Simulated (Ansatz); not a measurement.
## Electronic structure of BBrGeH₄O (SMILES [GeH3][O]BBr) in real space

```yaml
atoms:
  - { symbol: B, position_ang: [-0.0492, -1.6710, 1.1934] }
  - { symbol: Br, position_ang: [-1.0097, -3.1282, 0.2945] }
  - { symbol: Ge, position_ang: [0.8090, -0.5674, -1.3088] }
  - { symbol: O, position_ang: [0.6087, -0.7517, 0.4992] }
  - { symbol: H, position_ang: [-0.5877, -0.3761, -1.9158] }
  - { symbol: H, position_ang: [1.6767, 0.6929, -1.4233] }
  - { symbol: H, position_ang: [1.5237, -1.8220, -1.8293] }
  - { symbol: H, position_ang: [-0.0890, -1.6569, 2.3949] }
```

Geometry: B3LYP-D3(BJ)/def2-SVP.

Computed with Ansatz 0.2.0, isolated molecule in a Gaussian basis; Kohn-Sham density functional theory, functional PBE0.

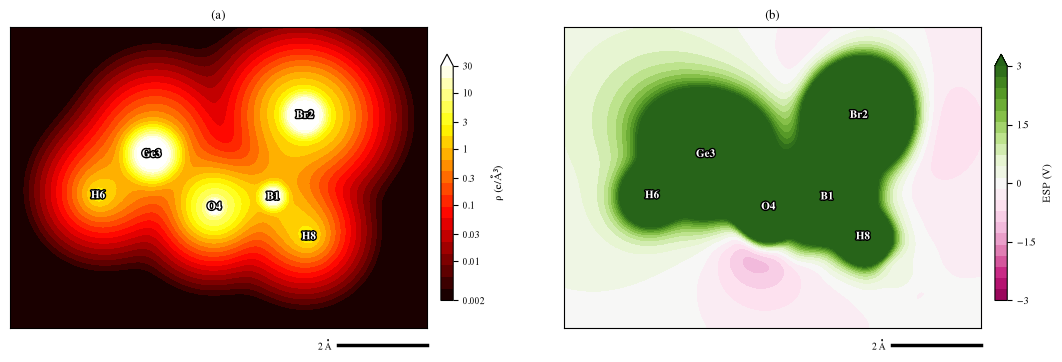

Figure 1. (a) electron density; (b) molecular electrostatic potential on the plane of atoms B1, O4 and Ge3.

Question: Describe what can be read from this map.

Answer: The section cuts through B, Br, Ge, O and H sites. B–O (1.33 Å): ρ at the midpoint is about 2.3 e/Å³. Ge–O (1.83 Å): ρ at the midpoint is about 0.86 e/Å³. B–Br (1.96 Å): ρ at the midpoint is about 1 e/Å³, with its minimum of 0.82 e/Å³ about 0.6 Å from B. B–H (1.20 Å): the density is about 1.3 e/Å³ at the midpoint. Ge–H (1.53 Å): ρ at the midpoint is about 1.1 e/Å³. Outside the dense part of the molecule the potential is most negative (−1.1 V) near O4.

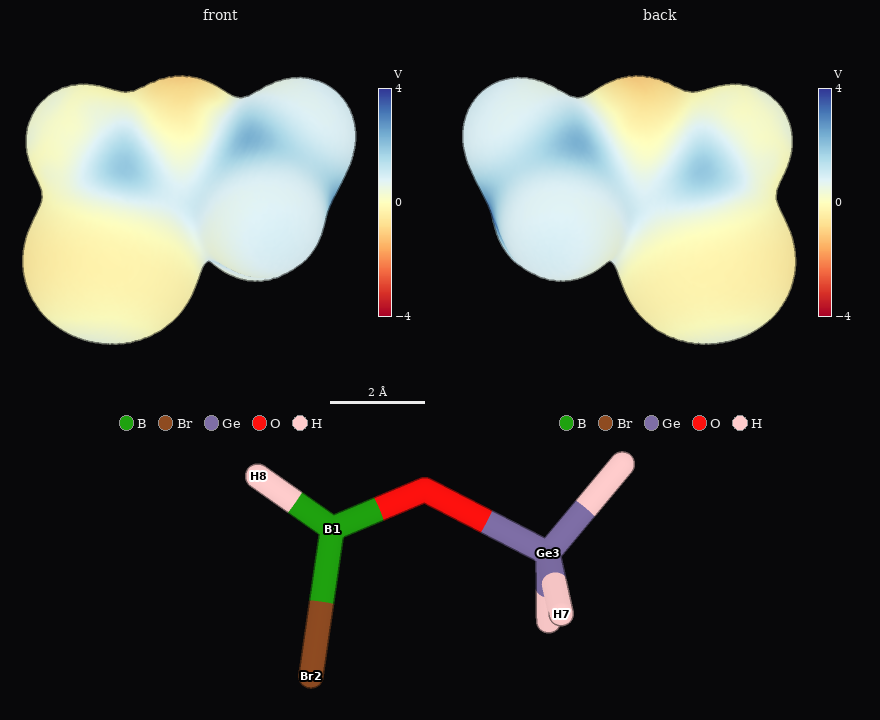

Figure 2. The molecular electrostatic potential painted on the density surface at 0.004 e/bohr³, seen from the front and from behind; the colour scale runs from red (negative) to blue (positive). The bare structure is drawn below in the same view.

Question: Which sites attract a positive test charge, and which a negative one?

Answer: A positive charge is drawn to the negative regions and a negative charge to the positive ones. The most negative region (about −1.0 V) lies over O4, the most positive (about +2.9 V) over Ge3. Br2 shows a σ-hole: about +0.5 V at the tip opposite its bond, against about −0.3 V on its flanks. O4 is the likeliest acceptor of a hydrogen bond.

Question: How polar is the molecule by this calculation?

Answer: Its dipole moment is 2.28 D.

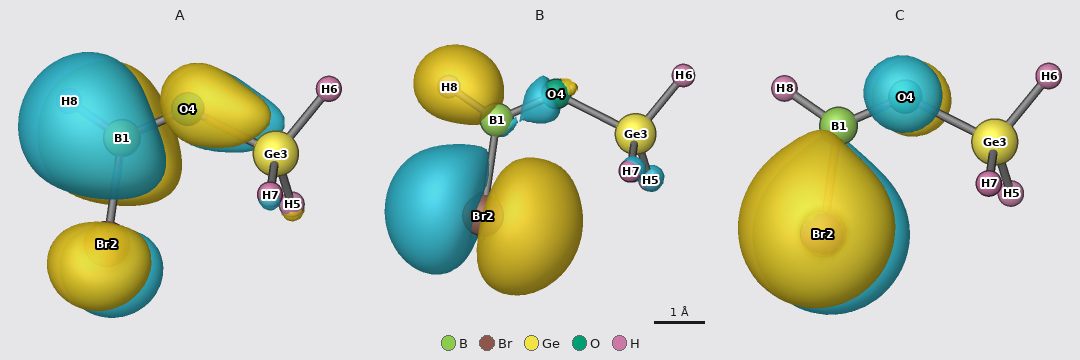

Figure 3. Three frontier orbitals at ±0.08 Å⁻³ᐟ² (yellow and cyan are the two phases), in no order.

Question: Which picture is the HOMO−1, the HOMO and the LUMO?

Answer: C is the HOMO−1 (−8.57 eV). Its weight (Hirshfeld) is mainly on Br2 (about 85 %) and O4 (about 5 %); largely a lone pair of Br2. B is the HOMO (−8.25 eV). It lies mainly on Br2 (about 85 %) and B1 (about 5 %); largely a lone pair of Br2. A is the LUMO (−0.52 eV). It lies mainly on B1 (about 55 %), Br2 (about 20 %), O4 (about 15 %) and H8 (about 10 %).

Question: What is the HOMO–LUMO gap?

Answer: 7.73 eV between the orbital energies.

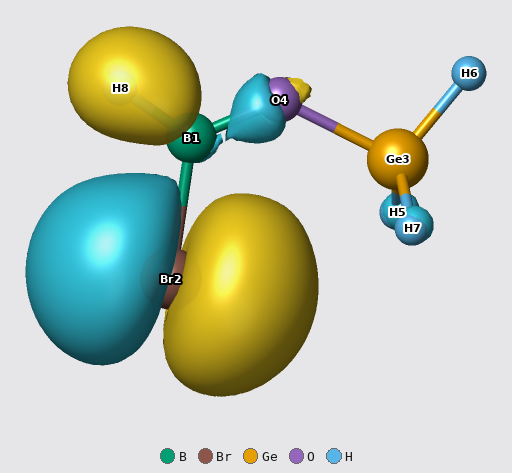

Figure 4. One frontier orbital at ±0.08 Å⁻³ᐟ² (yellow and cyan are the two phases), seen across its widest extent.

Question: Which orbital is it: HOMO or LUMO?

Answer: The HOMO, at −8.25 eV. Its weight (Hirshfeld) is mainly on Br2 (about 85 %) and B1 (about 5 %); largely a lone pair of Br2.
